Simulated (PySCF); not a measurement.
LaB (quintet)

```xyz
2

La    0.0000    0.0000   -0.1718
B     0.0000    0.0000    2.1682
```

Level of theory: PBE0/x2c-SVPall, spin-free X2C-1e, Gaussian nucleus, at a bond length of 2.340 Å in PySCF.

Q: What will maps of the electron density, electron localisation function and spin density show?

A: La–B (2.34 Å): ρ is about 0.67 e/Å³ halfway, with its minimum of 0.58 e/Å³ about 1.3 Å from La; the ELF peaks at about 0.80 in the valence shell of B, 0.7 Å from its nucleus, and drops to about 0.50 between the two atoms.
The unpaired spin (4 electrons) lies mostly on La1 (about 2.3) and B2 (about 1.7), in electrons by Hirshfeld's partition.

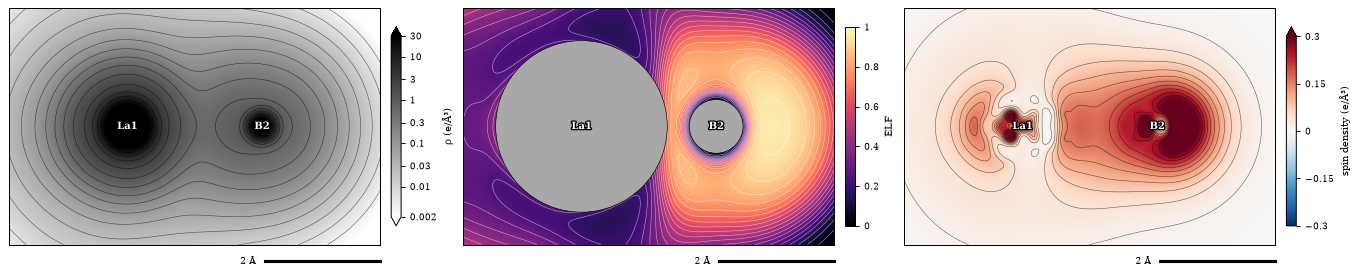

Computed electron density, electron localisation function and spin density on a plane that holds the molecular axis, in this order. Grey discs cover the atomic cores in the ELF map. 
